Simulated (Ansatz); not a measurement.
## Run report: MoHCl3OF2, single-point calculation

- system: MoHCl3OF2
- method: RKS PBE0-D4/def2-TZVPP (Ansatz 0.2.0)

The geometry comes from this level: PBE0-D4/def2-TZVP.

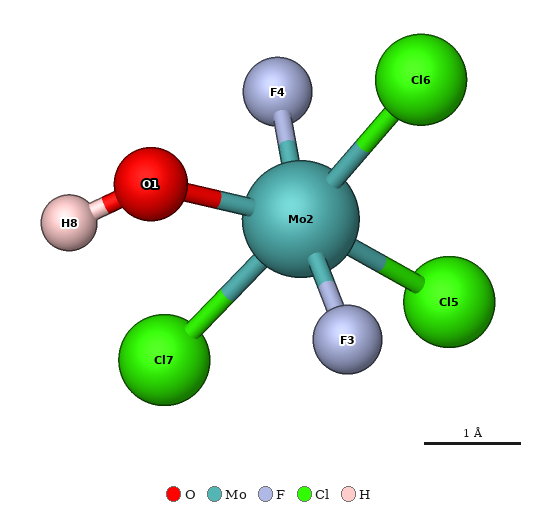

Figure 1. The input geometry (ball-and-stick view, seen at a tilt; atoms are numbered from 1 in the order of the input). Sticks mark near contacts. Bond lengths as drawn: Cl–Mo 2.26 to 2.35 Å, F–Mo 1.84 Å, H–O 0.97 Å and Mo–O 1.83 Å.

## Key numbers

```csv
quantity,value
outcome,converged
total energy,−46911.3232 eV
mean-field energy,−46911.0346 eV
dispersion energy,−0.2886 eV
SCF solution under orbital rotations,stable
HOMO,−8.98 eV
LUMO,−5.43 eV
hardware,"4 threads of Arm Neoverse V1, 23 GiB of memory available, shared host"
wall time,12 s (CPU time 41 s)
peak memory,1.2 GiB
```

## Input
```yaml
crystal:
  periodic: [false, false, false]
  atoms:
    - {symbol: O, position_ang: [-0.330643, -1.463351, 0.508332]}
    - {symbol: Mo, position_ang: [-0.084861, 0.288223, 0.043273]}
    - {symbol: F, position_ang: [1.129273, 0.578292, 1.388260]}
    - {symbol: F, position_ang: [-1.389295, 0.232268, -1.246129]}
    - {symbol: Cl, position_ang: [0.669800, 2.185236, -0.927388]}
    - {symbol: Cl, position_ang: [-1.652520, 1.136282, 1.430667]}
    - {symbol: Cl, position_ang: [1.514488, -0.730047, -1.351899]}
    - {symbol: H, position_ang: [0.143757, -2.226894, 0.154884]}
basis:
  gaussian: {orbitals: def2-TZVPP}
hamiltonian: {xc: pbe0, dispersion: d4}
output: {orbitals: {seedname: orbitals}}
```

Command:
```bash
ansatz run in.yaml --threads 4 --pin off --events-out ev --progress --plain --max-ram 11315MiB
```

## What the program printed
```
Functional definition: PBE0
  name "PBE0"
  cite "Adamo & Barone, J. Chem. Phys. 110, 6158 (1999) doi:10.1063/1.478522"
  cite "Perdew, Burke & Ernzerhof, Phys. Rev. Lett. 77, 3865 (1996) doi:10.1103/PhysRevLett.77.3865"
  parent pbe
  parameter a = 0.25
  parameter kappa = 0.804
  parameter beta = 0.06672455060314922
  exchange = (1 - a)*pbe_x(kappa = kappa, mu = beta*pi^2/3) + a*exact_x
  correlation = pbe_c(beta = beta)
1866 factors; their error is unknown
mean field evaluation 1: about -46898.0190 eV, gradient 8.7e1 eV
mean field evaluation 2: about -46675.2787 eV, gradient 3.5e2 eV
mean field evaluation 4: about -46907.0636 eV, gradient 4.5e1 eV
mean field evaluation 8: about -46910.8374 eV, gradient 5.3e-1 eV
mean field evaluation 16: about -46911.0345 eV, gradient 5.4e-3 eV
mean field -46911.03454109 eV, -1723.9487219439 hartree, gradient 7.0e-5 eV, S^2 0.000000; 0 other end points of the search recorded, 0 dependent functions left out
reference -46911.03459219 eV, -1723.9487238216 hartree; 46, 46 occupied and 243, 243 virtual orbitals, 1866 factors
Total energy: -46911.32322139 eV, -1723.9593307491 hartree
```

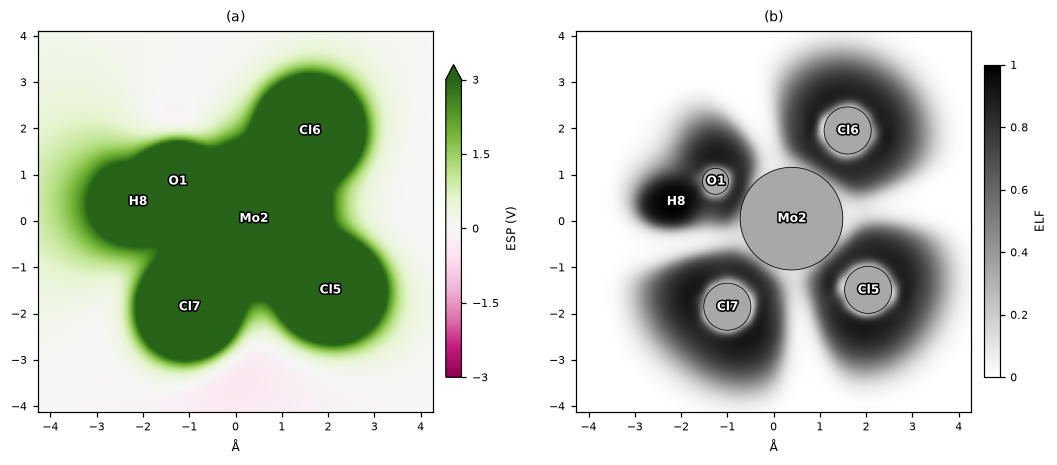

Figure 2. (a) molecular electrostatic potential; (b) electron localisation function on the plane of atoms Cl6, Mo2 and Cl7. Grey discs, where drawn, cover atomic cores. The section cuts through O, Mo, Cl and H sites. Mo–O (1.83 Å): the ELF peaks at about 0.85 in the valence shell of O, 0.5 Å from its nucleus, and drops to about 0.30 between the two atoms. Mo–Cl (2.26 Å): the ELF peaks at about 0.80 in the valence shell of Cl, 0.8 Å from its nucleus, and is about 0.40 at the midpoint. Mo–Cl (2.35 Å): the ELF peaks at about 0.85 in the valence shell of Cl, 0.8 Å from its nucleus, and is about 0.45 at the midpoint.

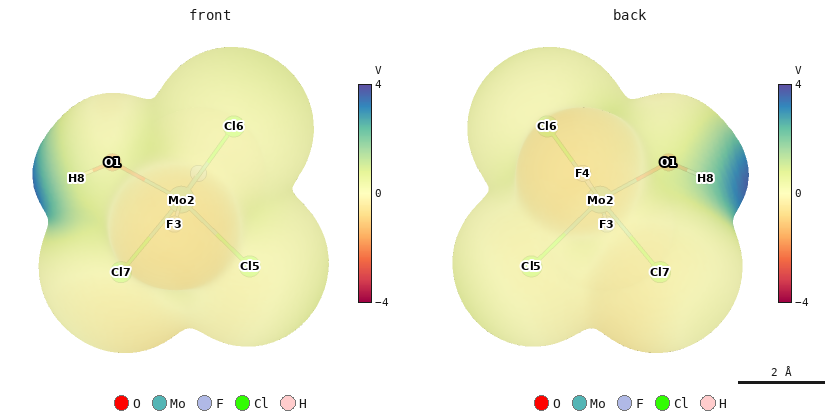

Figure 3. The electrostatic potential painted on the density surface at 0.002 e/bohr³, seen at a tilt and from behind; red is negative and blue positive. A positive charge is drawn to the negative regions and a negative charge to the positive ones.

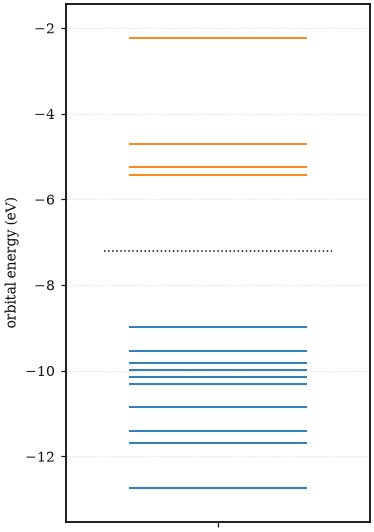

Figure 4. Orbital energies near the frontier; the dotted line parts filled from empty levels, and levels within 0.02 eV of each other stand side by side. Highest filled −8.98 eV, lowest empty −5.43 eV, 3.55 eV apart.
